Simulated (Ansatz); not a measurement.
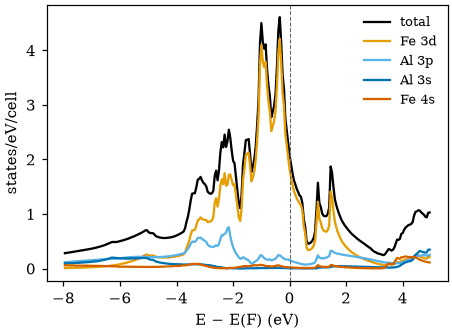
Fig. 1. Total and projected density of states of AlFe (CsCl type, Pm-3m), PBEsol in the plane-wave PAW code Ansatz

Q: Which orbitals carry the states next to the Fermi level?

A: Within 0.5 eV of the Fermi level: Fe 3d 90 %, Al 3p 6 %. Projections are on Löwdin-orthogonalised atomic valence shells; empty p or d shells of many metals are not among them.

Q: Where is the tallest occupied peak in this window, and what makes it?

A: Near -0.3 eV, about 4.6 states/eV per cell; the largest projected share is Fe 3d.

Symmetry was held in the PBEsol relaxation. Magnetic state: ferromagnetic, chosen from 4 collinear starts compared on coarse meshes (ties went to the first, and starts can fall back to one state), not a proven ground state.

Potentials: the later of the program's two PAW sets.
